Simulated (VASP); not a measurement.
Band structure of GeMo3 (space group Pm-3n). Method: PBEsol GGA, VASP's PBE PAW potentials (set 64) (plane waves; VASP).

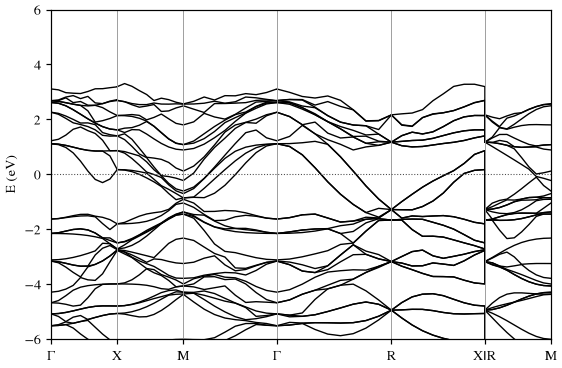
Bands along high-symmetry lines, zero at the valence-band maximum or, without a gap, the Fermi level

Question: Read the plot: is there a gap, and where are the band edges?

Answer: It has no gap at this level: it comes out as a metal or semimetal.

The structure comes from a computed database's GeMo3 entry (Pm-3n); how it stands against other phases isn't given here. The cell was not relaxed at this level.
